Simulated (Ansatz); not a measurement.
A series of calculations on SiH₄O

### Relaxation

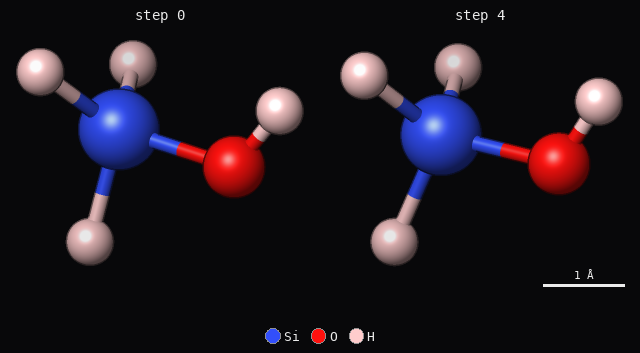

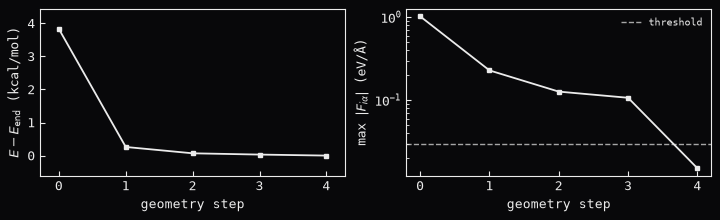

First and last geometry of a relaxation of SiH$_{4}$O, with the history of the run. A ball-and-stick model, seen at a tilt.

The run prepares an end point of a later path (reaction) calculation, from a guessed geometry.

These are results of RKS PBE0/cc-pVDZ (Ansatz 0.2.0), not measurements. (no spin polarisation; force threshold 0.03 eV/Å; at most 50 steps)

What do the curves and the structures tell?

Answer. It converged. An H atom moves most after the best rigid fit: 0.22 Å. By element the largest moves are H 0.22 Å, O 0.08 Å, Si 0.08 Å. Near-neighbour distances that change, for instance: H–Si 1.458 → 1.491 Å, O–Si 1.675 → 1.688 Å. Bond angles that change, for instance: O–Si–H 91.4° → 105.3°, O–Si–H 115.2° → 111.9°, Si–O–H 117.9° → 114.8°. The energy falls by 3.83 kcal/mol in 4 geometry steps. Largest force component: 1 eV/Å at the start, 0.015 eV/Å at the end.

| step | E − E(0), kcal/mol | largest force component, eV/Å |
| --- | --- | --- |
| 0 | 0.00 | 1.0208 |
| 1 | -3.57 | 0.2280 |
| 2 | -3.76 | 0.1266 |
| 3 | -3.80 | 0.1067 |
| 4 | -3.83 | 0.0151 |

### Relaxation

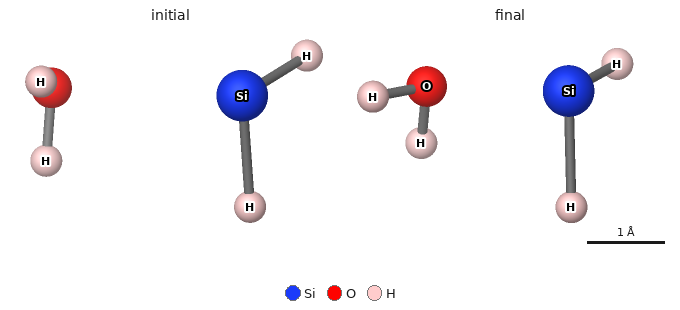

The structure of SiH4O before (left) and after (right) a relaxation, at one scale.

Style: ball-and-stick. Shown at a tilt.

The run prepares an end point of a later path (reaction) calculation, from a guessed geometry.

Computed with RKS PBE0/cc-pVDZ (Ansatz 0.2.0). Set-up: no spin polarisation; force threshold 0.03 eV/Å; at most 50 steps.

**Summarise the run.**

Over 7 geometry steps the energy falls by 0.529 eV. The largest force component goes from 1.2 to 0.029 eV/Å. The O atom moves most after the best rigid fit: 0.57 Å. Largest moves by element: O 0.57 Å, H 0.53 Å, Si 0.20 Å. Near-neighbour distances that change, for instance: O–Si 2.855 → 2.097 Å, H–O 0.988 → 0.968 Å, H–Si 1.545 → 1.550 Å. Among the angles between lasting bonds that change: H–O–H 103.0° → 105.9°. The run took 3.6 s on 1 thread of AMD EPYC 9R45 96-Core Processor (Zen 5) (shared host), peak memory 0.12 GiB.

Limits of the set-up: the start holds two separate molecules, 2.7 Å apart at their closest, whose relative position is a soft coordinate and is computed without a dispersion correction.

### Path

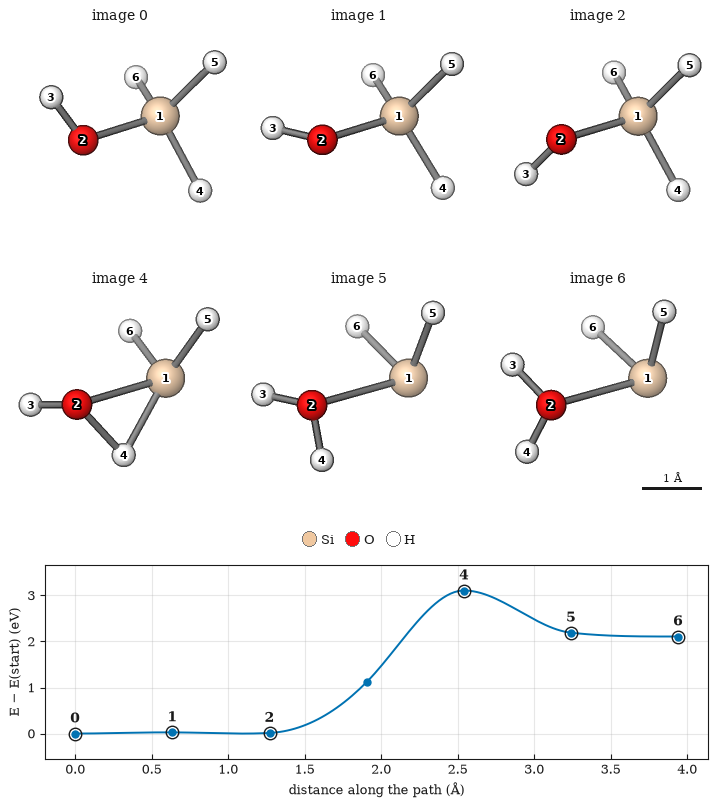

NEB run on SiH$_{4}$O. Images are numbered from 0 (start) to 6 (end). Style: ball-and-stick. Shown at a tilt.

Theory: RKS PBE0/cc-pVDZ in Ansatz 0.2.0.

Input
```yaml
crystal:
  periodic: [false, false, false]
  atoms:
    - { symbol: Si, position_ang: [0.299091, -0.020775, 0.075065] }
    - { symbol: O, position_ang: [0.607513, -0.113556, 1.731828] }
    - { symbol: H, position_ang: [-0.1778, -0.170688, 2.287315] }
    - { symbol: H, position_ang: [1.64065, 0.05451, -0.571884] }
    - { symbol: H, position_ang: [-0.506791, 1.195509, -0.278176] }
    - { symbol: H, position_ang: [-0.442162, -1.2264, -0.425546] }
basis:
  gaussian: { orbitals: cc-pVDZ }
hamiltonian:
  xc: pbe0
neb:
  order_check: false
  images: 5
  f_tol: 0.05
  max_iterations: 60
  final_atoms:
    - { symbol: Si, position_ang: [0.03853383, 0.19567298, -0.74062528] }
    - { symbol: O, position_ang: [0.95381792, 0.16017017, 1.14620154] }
    - { symbol: H, position_ang: [0.39901052, -0.32652386, 1.77283328] }
    - { symbol: H, position_ang: [1.78223525, -0.33615778, 1.08421157] }
    - { symbol: H, position_ang: [-1.02839584, 1.1120819, -0.12211628] }
    - { symbol: H, position_ang: [-0.72470069, -1.0866434, -0.32190283] }
  initial_path:
    images:
      - { positions_ang: [[0.299091, -0.020775, 0.075065], [0.607513, -0.113556, 1.731828], [-0.1778, -0.170688, 2.287315], [1.64065, 0.05451, -0.571884], [-0.506791, 1.195509, -0.278176], [-0.442162, -1.2264, -0.425546]] }
      - { positions_ang: [[0.20015301, -0.01379887, 0.04966835], [0.74930913, -0.07583606, 1.6782743], [-0.07795245, -0.20770592, 2.15947781], [1.63700572, 0.03628181, -0.27257848], [-0.56549017, 1.19426584, -0.3488972], [-0.52252424, -1.21460679, -0.44734279]] }
      - { positions_ang: [[0.10121503, -0.00682275, 0.0242717], [0.89110526, -0.03811613, 1.62472061], [0.0218951, -0.24472385, 2.03164062], [1.63336144, 0.01805362, 0.02672705], [-0.62418935, 1.19302268, -0.4196184], [-0.60288648, -1.20281358, -0.46913957]] }
      - { positions_ang: [[0.00227704, 0.00015338, -0.00112495], [1.03290138, -0.00039619, 1.57116691], [0.12174265, -0.28174177, 1.90380342], [1.62971716, -0.00017457, 0.32603257], [-0.68288852, 1.19177953, -0.4903396], [-0.68324872, -1.19102037, -0.49093636]] }
      - { positions_ang: [[0.01436264, 0.06532658, -0.24762506], [1.00654023, 0.05312593, 1.42951179], [0.21416528, -0.29666914, 1.86014671], [1.68055652, -0.11216897, 0.57875891], [-0.79805762, 1.16521365, -0.36759849], [-0.69706604, -1.15622805, -0.43459185]] }
      - { positions_ang: [[0.02644824, 0.13049978, -0.49412517], [0.98017907, 0.10664805, 1.28785666], [0.3065879, -0.3115965, 1.81648999], [1.73139589, -0.22416338, 0.83148524], [-0.91322673, 1.13864777, -0.24485738], [-0.71088337, -1.12143572, -0.37824734]] }
      - { positions_ang: [[0.03853383, 0.19567298, -0.74062528], [0.95381792, 0.16017017, 1.14620154], [0.39901052, -0.32652386, 1.77283328], [1.78223525, -0.33615778, 1.08421157], [-1.02839584, 1.1120819, -0.12211628], [-0.72470069, -1.0866434, -0.32190283]] }
```

Run as
```bash
ansatz run input.yaml --threads 1 --pin off --max-ram 2048MiB --backend cpu --events-out ev --progress --plain --runs-dir out
```

> What happens along the path, and what is the barrier?

The highest point, image 4, lies 3.11 eV above the start and 1.00 eV above the end; the end is at +2.11 eV relative to the start. The path has more than one stage, and so few images may leave a stage unresolved. Breaking: Si1–H4 (1.49 → 1.61 at the top → 2.58 Å). Forming: O2–H4 (2.53 → 1.31 at the top → 0.97 Å). The band converged in 18 iterations. The largest component of the band force went from 5.2 to 0.035 eV/Å. The climbing image converged on the top of the path. Its vibrational analysis gives one imaginary mode (1464i cm⁻¹), as a transition state must have.

Cost: 37 s on 1 thread of AMD EPYC 9R45 96-Core Processor (Zen 5) (shared host), peak memory 0.12 GiB.
